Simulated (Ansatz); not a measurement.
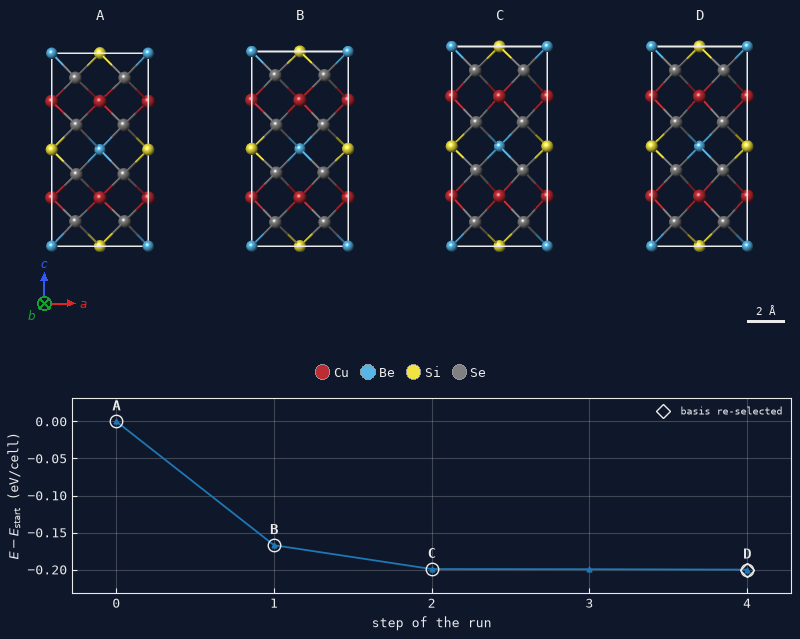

Frames of a relaxation of a crystal of BeCu₂SiSe₄ (built on the stannite type), marked on the history of the run. The picture is a ball-and-stick view of the conventional cell (2 times the calculation's cell), seen along the b axis. Lengths and directions refer to the drawn axes.

Theory: DFT, PBEsol, plane waves, PAW (Ansatz). (plane-wave cutoff 420 eV; k-point mesh 6 × 6 × 6; occupations fermi dirac; smearing width 0.03 eV; no spin polarisation; cell and atoms relaxed; force threshold 0.01 eV/Å; at most 120 steps)

Q: What happens along the run?

A: The largest moves relative to the cell, 0.087 Å, are those of Se atoms. Cu and Be and Si stay in place. The volume changes by +1.7 %, with a = b 5.338 → 5.293 Å (−0.8 %), c 10.677 → 11.048 Å (+3.5 %). Among the contacts that change: Cu–Se 2.294 → 2.359 Å, Se–Si 2.361 → 2.324 Å, Be–Se 2.300 → 2.265 Å. Among the angles between lasting bonds that change: Se–Cu–Se 110.8° → 105.0°, Cu–Se–Cu 110.8° → 105.0°, Se–Cu–Se 108.8° → 111.7°. The space group stays I-42m (No. 121). After 3 accepted moves (4 points after the start) the energy has fallen by 0.200 eV per cell of the calculation. The largest force component goes from 1 to 0.003 eV/Å. Pressure: 1.86 GPa at the start and −0.02 GPa at the end. At 1 point the geometry stayed and the basis and grid were re-selected for the new cell (energy shift of 0.6 meV per cell of the calculation at most each time). From step 0 to 1: Se atoms move most (0.06 Å), volume +0.6 %, energy −0.167 eV per cell of the calculation. From step 1 to 2: Se atoms move most (0.03 Å), volume +0.8 %, energy −32.2 meV per cell of the calculation. From step 2 to 4: volume +0.2 %, energy −0.8 meV per cell of the calculation.
